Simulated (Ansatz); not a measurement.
# Work function of Al(110): what the settings cost and change, part 2 of 2

How far do cutoff, k-mesh and smearing move the work function of Al(110)?

Ansatz 0.2.0; plane-wave DFT, PBE, Ansatz PAW.

So far. Step 8 (Slab): The work function is 4.028 eV, -0.009 eV from the run “cutoff 420 eV”, at 0.43 times its CPU time.

## Step 9: Run

File input.yaml:

```yaml
crystal:
  lattice:
    - [4.05, 0.0, 0.0]
    - [0.0, 2.8637824638, 0.0]
    - [0.0, 0.0, 26.5913473914]
  atoms:
    - { symbol: Al, position: [0.0, 0.0, 0.3384559597] }
    - { symbol: Al, position: [0.5, 0.5, 0.3923039731] }
    - { symbol: Al, position: [0.0, 0.0, 0.4461519866] }
    - { symbol: Al, position: [0.5, 0.5, 0.5] }
    - { symbol: Al, position: [0.0, 0.0, 0.5538480134] }
    - { symbol: Al, position: [0.5, 0.5, 0.6076960269] }
    - { symbol: Al, position: [0.0, 0.0, 0.6615440403] }
kpoints:
  mp_grid: { grid: [15, 21, 1] }
hamiltonian:
  xc: pbe
scf:
  occupations: { method: fermi_dirac, width: 0.1 }
  convergence: { dr2_threshold: 1.0e-09 }
efield:
  axis: 3
  dipole_correction: true
  ramp_position: 0.97
  ramp_width: 0.06
output:
  write_potential: true
  write_density: true
  volumetric_format: npy
```

The run is started by

```
> ansatz run input.yaml --threads 2 --pin off --max-ram 3072MiB --backend cpu --events-out ev --progress --plain --runs-dir out
```

Numbers of over 12 decimals in the logs are rounded to 6 here.

What it wrote:

```text
[...]
Crystal: 7 atoms, lattice volume = 308.415 Å³
Basis set: ecut = 420 eV, 6033 PW (Γ)
Bands: 18, of which v1, the nominal top of the filled ones, is band 11 counted from 1 (10 counted from 0)
Symmetry: 4 space group operations
k-points: 88 of 315
[...]
k-point 0: bands = [... 7 lower, -1.1879, -0.7241, 0.2559, 0.2735, 0.6425, 1.9898, 2.1608, 2.9891, ... 3 higher]
  k-point 1: bands = [... 7 lower, -1.1505, -0.6848, 0.2934, 0.3121, 0.6772, 2.0252, 2.1983, 3.0201, ... 3 higher]
  k-point 2: bands = [... 7 lower, -1.0381, -0.5676, 0.4058, 0.4268, 0.7774, 2.1284, 2.3108, 3.0983, ... 3 higher]
  k-point 87: bands = [... 7 lower, -2.0547, -1.9639, -1.4736, -1.1370, -0.3917, -0.1104, 0.7129, 1.0131, ... 3 higher]
[key lines of the parts left out:]
SCF converged after 8 iterations
Free energy (F): -3761.076163 eV
Fermi energy:    0.503891 eV
Dipole field:    D = -0.000000 V/Å  (p = -0.000000 e·Å, saw-weighted, corrected)
Work function:   Φ+ = 4.0314 eV   Φ− = 4.0314 eV
```

Wall time 80 s (2 threads of Arm Neoverse N1, shared host); peak memory 0.84 GiB.

The work function is 4.031 eV, -0.006 eV from the run “cutoff 420 eV”, at 1.9 times its CPU time.

## Step 10: Slab

input.yaml, as its differences from that of step 9:

```diff
@@ -14,3 +14,3 @@
 kpoints:
-  mp_grid: { grid: [15, 21, 1] }
+  mp_grid: { grid: [10, 14, 1] }
 hamiltonian:
@@ -18,3 +18,3 @@
 scf:
-  occupations: { method: fermi_dirac, width: 0.1 }
+  occupations: { method: gaussian, width: 0.05 }
   convergence: { dr2_threshold: 1.0e-09 }
```

What it wrote:

```text
[...]
Crystal: 7 atoms, lattice volume = 308.415 Å³
Basis set: ecut = 420 eV, 6033 PW (Γ)
Bands: 18, of which v1, the nominal top of the filled ones, is band 11 counted from 1 (10 counted from 0)
Symmetry: 4 space group operations
k-points: 48 of 140
[...]
k-point 0: bands = [... 7 lower, -1.2030, -0.7557, 0.2413, 0.2563, 0.6370, 1.9746, 2.1516, 2.9844, ... 3 higher]
  k-point 1: bands = [... 7 lower, -1.1188, -0.6675, 0.3257, 0.3428, 0.7139, 2.0535, 2.2361, 3.0515, ... 3 higher]
  k-point 2: bands = [... 7 lower, -0.8659, -0.4080, 0.5787, 0.5967, 0.9100, 2.2570, 2.4892, 2.5573, ... 3 higher]
  k-point 47: bands = [... 7 lower, -2.3986, -1.5621, -1.5546, -1.4430, -0.3397, -0.2340, 0.9123, 0.9777, ... 3 higher]
[key lines of the parts left out:]
SCF converged after 7 iterations
Free energy (F): -3761.016527 eV
Fermi energy:    0.496377 eV
Dipole field:    D = -0.000000 V/Å  (p = -0.000000 e·Å, saw-weighted, corrected)
Work function:   Φ+ = 4.0486 eV   Φ− = 4.0486 eV
```

Run time: 38 s. Hardware: 2 threads; peak memory 0.6 GiB; 65 s of CPU time.

The work function is 4.049 eV, +0.011 eV from the run “cutoff 420 eV”, at 0.92 times its CPU time.

## Step 11: Slab

input.yaml, as its differences from that of step 10:

```diff
@@ -18,3 +18,3 @@
 scf:
-  occupations: { method: gaussian, width: 0.05 }
+  occupations: { method: methfessel_paxton, width: 0.2 }
   convergence: { dr2_threshold: 1.0e-09 }
```

What it wrote:

```text
[...]
Crystal: 7 atoms, lattice volume = 308.415 Å³
Basis set: ecut = 420 eV, 6033 PW (Γ)
Bands: 18, of which v1, the nominal top of the filled ones, is band 11 counted from 1 (10 counted from 0)
Symmetry: 4 space group operations
k-points: 48 of 140
[...]
k-point 0: bands = [... 7 lower, -1.1962, -0.7486, 0.2487, 0.2632, 0.6407, 1.9817, 2.1569, 2.9870, ... 3 higher]
  k-point 1: bands = [... 7 lower, -1.1120, -0.6604, 0.3330, 0.3497, 0.7177, 2.0606, 2.2413, 3.0541, ... 3 higher]
  k-point 2: bands = [... 7 lower, -0.8591, -0.4009, 0.5861, 0.6036, 0.9139, 2.2645, 2.4944, 2.5634, ... 3 higher]
  k-point 47: bands = [... 7 lower, -2.3909, -1.5579, -1.5487, -1.4325, -0.3311, -0.2315, 0.9198, 0.9800, ... 3 higher]
[key lines of the parts left out:]
SCF converged after 7 iterations
Free energy (F): -3761.016664 eV
Fermi energy:    0.507545 eV
Dipole field:    D = 0.000000 V/Å  (p = 0.000000 e·Å, saw-weighted, corrected)
Work function:   Φ+ = 4.0328 eV   Φ− = 4.0328 eV
```

It took 40 s on 2 threads; peak memory 0.59 GiB.

The work function is 4.033 eV, -0.005 eV from the run “cutoff 420 eV”, at 0.98 times its CPU time.

## Step 12: Slab

input.yaml, as its differences from that of step 11:

```diff
@@ -18,3 +18,3 @@
 scf:
-  occupations: { method: methfessel_paxton, width: 0.2 }
+  occupations: { method: fermi_dirac, width: 0.3 }
   convergence: { dr2_threshold: 1.0e-09 }
```

What it wrote:

```text
band count auto-derived: 21 (N_el = 21.0; filled up to band 11; 18 by the electrons, moments and atoms)
[...]
Crystal: 7 atoms, lattice volume = 308.415 Å³
Basis set: ecut = 420 eV, 6033 PW (Γ)
Bands: 21, of which v1, the nominal top of the filled ones, is band 11 counted from 1 (10 counted from 0)
Symmetry: 4 space group operations
k-points: 48 of 140
[...]
k-point 0: bands = [... 7 lower, -1.2336, -0.7765, 0.2099, 0.2276, 0.6120, 1.9469, 2.1175, 2.9643, ... 6 higher]
  k-point 1: bands = [... 7 lower, -1.1493, -0.6883, 0.2942, 0.3141, 0.6891, 2.0257, 2.2020, 3.0311, ... 6 higher]
  k-point 2: bands = [... 7 lower, -0.8964, -0.4287, 0.5473, 0.5680, 0.8857, 2.2294, 2.4551, 2.5342, ... 6 higher]
  k-point 47: bands = [... 7 lower, -2.4216, -1.5997, -1.5862, -1.4662, -0.3700, -0.2699, 0.8809, 0.9442, ... 6 higher]
[key lines of the parts left out:]
SCF converged after 7 iterations
Free energy (F): -3761.511150 eV
Fermi energy:    0.459048 eV
Dipole field:    D = -0.000000 V/Å  (p = -0.000000 e·Å, saw-weighted, corrected)
Work function:   Φ+ = 4.1120 eV   Φ− = 4.1120 eV
```

Wall time 49 s (2 threads); peak memory 0.64 GiB; 82 s of CPU time.

The work function is 4.112 eV, +0.074 eV from the run “cutoff 420 eV”, at 1.2 times its CPU time.

## Step 13: Run

input.yaml, as its differences from that of step 12:

```diff
@@ -18,3 +18,3 @@
 scf:
-  occupations: { method: fermi_dirac, width: 0.3 }
+  occupations: { method: cold, width: 0.1 }
   convergence: { dr2_threshold: 1.0e-09 }
```

What it wrote:

```text
[...]
Crystal: 7 atoms, lattice volume = 308.415 Å³
Basis set: ecut = 420 eV, 6033 PW (Γ)
Bands: 18, of which v1, the nominal top of the filled ones, is band 11 counted from 1 (10 counted from 0)
Symmetry: 4 space group operations
k-points: 48 of 140
[...]
k-point 0: bands = [... 7 lower, -1.2016, -0.7552, 0.2423, 0.2577, 0.6369, 1.9755, 2.1522, 2.9844, ... 3 higher]
  k-point 1: bands = [... 7 lower, -1.1173, -0.6669, 0.3266, 0.3442, 0.7139, 2.0543, 2.2366, 3.0515, ... 3 higher]
  k-point 2: bands = [... 7 lower, -0.8645, -0.4074, 0.5796, 0.5981, 0.9099, 2.2579, 2.4897, 2.5578, ... 3 higher]
  k-point 47: bands = [... 7 lower, -2.3978, -1.5614, -1.5539, -1.4420, -0.3388, -0.2336, 0.9129, 0.9777, ... 3 higher]
[key lines of the parts left out:]
SCF converged after 7 iterations
Free energy (F): -3761.013912 eV
Fermi energy:    0.499084 eV
Dipole field:    D = -0.000000 V/Å  (p = -0.000000 e·Å, saw-weighted, corrected)
Work function:   Φ+ = 4.0454 eV   Φ− = 4.0454 eV
```

Wall time 38 s (2 threads); peak memory 0.6 GiB; 65 s of CPU time.

The work function is 4.045 eV, +0.008 eV from the run “cutoff 420 eV”, at 0.92 times its CPU time.

## Step 14: The series together

Times are for 2 threads of Arm Neoverse N1, shared host. Results by setting:

| no. | setting | work function, upper face (eV) | time | memory (GiB) |
| --- | --- | --- | --- | --- |
| 1 | cutoff 200 eV | 3.996 | 17 s | 0.35 |
| 2 | cutoff 300 eV | 4.034 | 28 s | 0.46 |
| 3 | cutoff 420 eV | 4.037 | 43 s | 0.6 |
| 4 | cutoff 600 eV | 4.038 | 72 s | 0.87 |
| 5 | mesh 2x2 | 3.931 | 4.2 s | 0.4 |
| 6 | mesh 3x5 | 4.196 | 7.5 s | 0.38 |
| 7 | mesh 7x9 | 4.028 | 19 s | 0.45 |
| 8 | mesh 15x21 | 4.031 | 80 s | 0.84 |
| 9 | Gaussian smearing 0.05 eV | 4.049 | 38 s | 0.6 |
| 10 | methfessel_paxton smearing 0.2 eV | 4.033 | 40 s | 0.59 |
| 11 | fermi_dirac smearing 0.3 eV | 4.112 | 49 s | 0.64 |
| 12 | cold smearing 0.1 eV | 4.045 | 38 s | 0.6 |

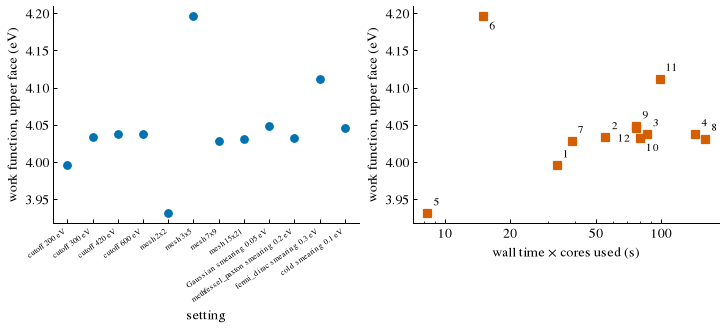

The series as plots; the last panel sets the first result against cost, with the runs numbered as in the table.

## Step 15: Varying the input

An input spoilt on purpose, to show how the run answers: it repeats the earlier run “cutoff 200 eV” with efield.amplitude to 1.5, and scf.max_iter set to 100; its output block differs too.

input.yaml, as its differences from that of step 13:

```diff
@@ -18,4 +18,5 @@
 scf:
-  occupations: { method: cold, width: 0.1 }
+  occupations: { method: fermi_dirac, width: 0.1 }
   convergence: { dr2_threshold: 1.0e-09 }
+  max_iter: 100
 efield:
@@ -25,2 +26,5 @@
   ramp_width: 0.06
+  amplitude: 1.5
+basis:
+  ecutwfc: "200 eV"
 output:
```

What it wrote:

```text
[...]
Crystal: 7 atoms, lattice volume = 308.415 Å³
Basis set: ecut = 200 eV, 1983 PW (Γ)
Bands: 18, of which v1, the nominal top of the filled ones, is band 11 counted from 1 (10 counted from 0)
Symmetry: 4 space group operations
k-points: 48 of 140
[...]
SCF iter   1: F=—  HF=-3762.064759 eV  |F-HF|=—  |Δ(HF+E_count)|=         —  Δρ=2.04e-2  dr2=2.18e1  ethr=3.10e-3  p=1.303 e·Å  D=7.65e-1 V/Å  ΔV_dip=-20.33 eV  dr2_dipole=3.07e0  V_vac-E_F(+/−)=15.66/4.85 eV  ⟨swp⟩=10.4  Hψ=7226  notcnv=0
[...]
SCF iter  11: F=-3760.170870 eV  HF=-3760.170870 eV  |F-HF|=3.18e-12  |Δ(HF+E_count)|=  1.47e-10  Δρ=7.08e-8  dr2=5.21e-11  ethr=4.76e-12  p=1.150 e·Å  D=6.75e-1 V/Å  ΔV_dip=-17.95 eV  dr2_dipole=4.43e-12  V_vac-E_F(+/−)=13.12/0.40 eV  ⟨swp⟩=13.2  Hψ=4530  notcnv=0
WARN: efield: at this solve's end the planar-averaged density reaches 3.03e-4 e/Å³ inside the ramp window [0.9324, 0.1764] (bound 1e-5 e/Å³); the window's nearer edge stands 4.31 Å from this solve's nearest atom along the axis. Its free energy, forces, stress, dipole, levels and responses can be off, and this figure does not tell by how much. The cell may have no vacuum along `efield.axis`. A short vacuum, a low `basis.ecutwfc` or `basis.ecutrho_ratio` and negative occupations (`scf.occupations.method`) can put density there. See the manual's quickstart, § The vacuum guard
SCF 1 converged in 11 iterations: F = -3760.170870 eV  dr2 = 5.21e-11
[...]
SCF converged after 11 iterations
Free energy (F): -3760.170870 eV
[...]
Internal energy: -3760.058866 eV  (E = F + TS)
E sigma→0 (E₀):  -3760.114868 eV
Entropy (-TS):   -0.112003 eV (-16.000 meV/atom)
Fermi energy:    0.380103 eV
Dipole field:    D = 0.674863 V/Å  (p = 1.150242 e·Å, saw-weighted, corrected)
Work function:   not extracted (applied field tilts the vacuum); planar V_es + V_field profile in the machine report
[...]
Vacuum region:   at the solve's end the planar-averaged density reaches 3.03e-4 e/Å³ inside the ramp window [0.9324, 0.1764] (bound 1e-5 e/Å³)
[...]
--- Band table (eV; the first three rows and the last of 48) ---
  k-point 0: bands = [... 7 lower, -1.2557, -0.9786, 0.0579, 0.1899, 0.4384, 1.4440, 1.9623, 2.0962, ... 3 higher]
  k-point 1: bands = [... 7 lower, -1.1779, -0.8871, 0.1475, 0.2665, 0.5187, 1.5316, 2.0420, 2.1740, ... 3 higher]
  k-point 2: bands = [... 7 lower, -0.9246, -0.6159, 0.4104, 0.5189, 0.7388, 1.7692, 2.1769, 2.4258, ... 3 higher]
  k-point 47: bands = [... 7 lower, -2.5983, -1.7220, -1.6525, -1.5100, -0.5401, -0.3039, 0.7678, 0.8211, ... 3 higher]
```

The job ended after 23 s (2 threads; peak memory 0.33 GiB; 38 s of CPU time).

In so strong a field the program warns of density in the ramp of the sawtooth; these numbers are not the system's.

## Step 16: Summary of results

| Quantity | Value |
| --- | --- |
| work function, cutoff 420 eV | 4.037 eV |
| work function, cutoff 600 eV | 4.038 eV |
| work function, mesh 2x2 | 3.931 eV |
| work function, mesh 3x5 | 4.196 eV |

**Reading.** The run at the highest cutoff gives 4.04 eV, and the settings tried spread the value from 3.93 to 4.20 eV. Against 600 eV, a cutoff of 200 eV is off by -0.042 eV. Against 600 eV, a cutoff of 420 eV is off by -0.000 eV. Against the finest mesh, 15 points along a, the coarser ones are off by -0.10 (2), +0.16 (3) and -0.00 (7) eV. The smearing schemes and widths spread it over 0.08 eV. The ladder's slabs use the tabulated experimental lattice constant (two decimals; a low-temperature value for the alkali metals).

Computed beside measured:

```
                                               quantity  measured    cutoff 600 eV
work function (clean (110) face, a compiled value) (eV)      4.23  4.04 (-0.19 eV)
```

Measured values from arxiv:1702.08515 (2017).

How well it matches: The work function is off by -0.19 eV: fair agreement. The grades are ours: good and fair within 3 and 7 % for the work function. No cell relaxation is part of this session.

[Logs are printed without paths, hosts, clocks, repeated set-up lines and the standing remarks that a program may print on its own settings, such as how far it seeks lower states.]

[Hosts, paths, dates, database ids (printed as entryN), source tags and the programs' standing remarks are cut or masked in the printed files.]

[Maps of the electrostatic potential energy from Ansatz leave out the sawtooth potential of an applied field or a dipole correction, so their vacuum need not be flat; planar profiles and work functions include it.]
